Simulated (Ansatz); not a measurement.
Partial pair distribution functions of a relaxed model of amorphous In9Ga9Zn9O38Hf, broadened by 0.06 Å; density 6.05 g/cm³. All values below come from PBE, scalar-relativistic without spin-orbit coupling (plane waves to 420 eV, PAW; Ansatz, a first-principles code).

The cell was made by melting and quenching with the CHGNet potential and then relaxed with DFT. O atoms were pushed apart under 1.9 Å during the dynamics, to hinder bonds among them. The hot cell started wider than the set density and was brought back towards it in steps. It is the lowest in DFT energy of 2 quenches. It is a model cell: composition and starting density were chosen by hand, and all elements were melted together. No dispersion term was used. Its density started from a set value of 6.05 and ended at 6.05 g/cm³. Cooling (nominally 320 K/ps over its main leg) ran many orders faster than in experiment, which tends to leave more defects and strain. Values belong to this one cell and scatter from quench to quench. The volume was held where the preparation left it and the shape relaxed, at a PBE pressure of -0.5 GPa (tension). Stress components on the final sampling reach 0.5 GPa.

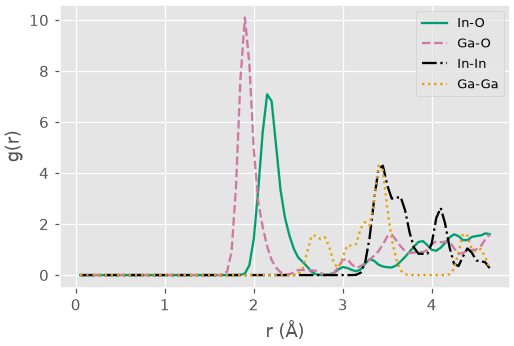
Figure. Partial pair distribution functions

Highest peaks under 4.5 Å: In-O near 2.15 Å, Ga-O near 1.90 Å, In-In near 3.45 Å, Ga-Ga near 3.40 Å; pairs of few atoms are noisy.

Within 2.72 Å each In has 5.56 O neighbours on average.
